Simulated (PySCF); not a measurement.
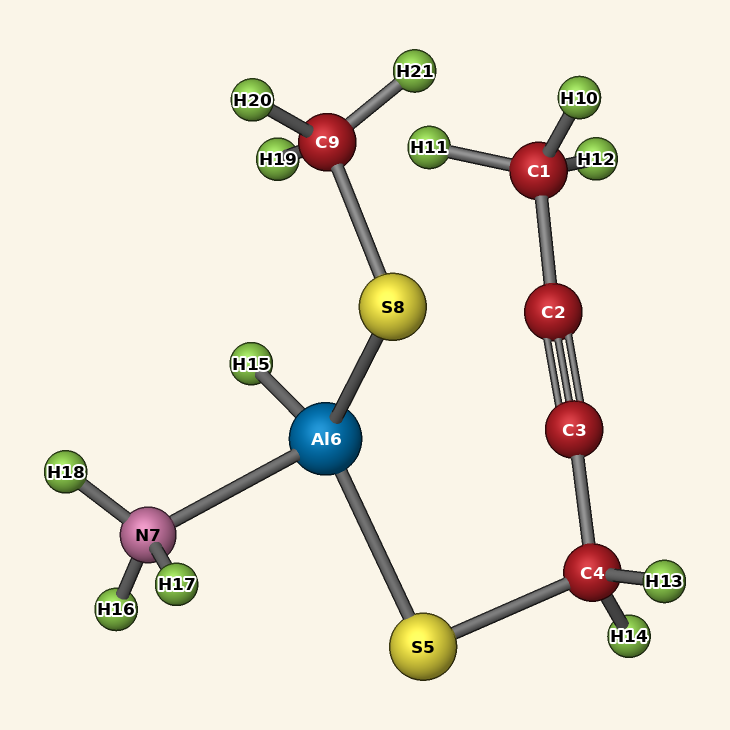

The questions are on isotropic NMR shieldings of the H atoms. Computed geometry: GFN2-xTB optimisation. No frequency run is at hand to confirm it as a minimum. Properties computed with GIAO PBE0/pcSseg-1 NMR shielding, non-relativistic, gas phase (PySCF 2.14.0).

Which H atom is the most shielded (lowest chemical shift)?

H10 (29.76 ppm).

Which H atom is the least shielded (highest chemical shift)?

H15 (27.41 ppm).

How wide is the range of H shifts?

2.35 ppm.

Give the isotropic NMR shieldings of the H atoms atom by atom.

```
atom  σ (ppm)
 H10    29.76
 H11    29.70
 H12    29.64
 H13    28.18
 H14    28.29
 H15    27.41
 H16    29.62
 H17    29.49
 H18    29.75
 H19    29.42
 H20    29.57
 H21    29.56
```

The geometry is semi-empirical. Around Al such bond lengths and angles can be off by a tenth of an ångström or more and by several degrees, and values that hang on the shape move with them.
